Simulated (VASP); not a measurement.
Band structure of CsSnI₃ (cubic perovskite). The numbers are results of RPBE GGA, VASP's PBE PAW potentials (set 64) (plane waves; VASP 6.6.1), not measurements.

Unless said otherwise, spin-orbit coupling is left out, though it shifts the bands of the heavy elements here.

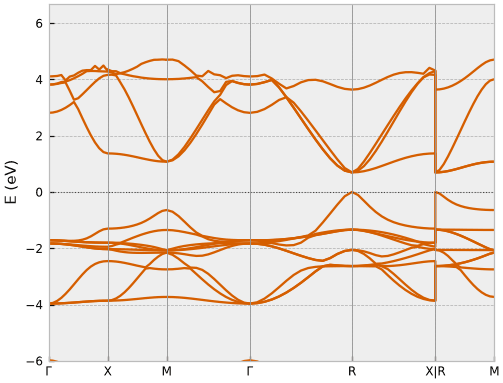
Fig. 1. Bands along high-symmetry lines, zero at the valence-band maximum or, without a gap, the Fermi level

**Question.** Read the plot: is there a gap, and where are the band edges?

**Answer.** The gap is direct, 0.69 eV, from the valence maximum at R to the conduction minimum at R. (Edges off the drawn lines would not show.)

The compound is CsSnI3 in the cubic perovskite structure, the ideal cubic form; the compound distorts at low or room temperature. It was relaxed first, which changed the volume by +8 %.
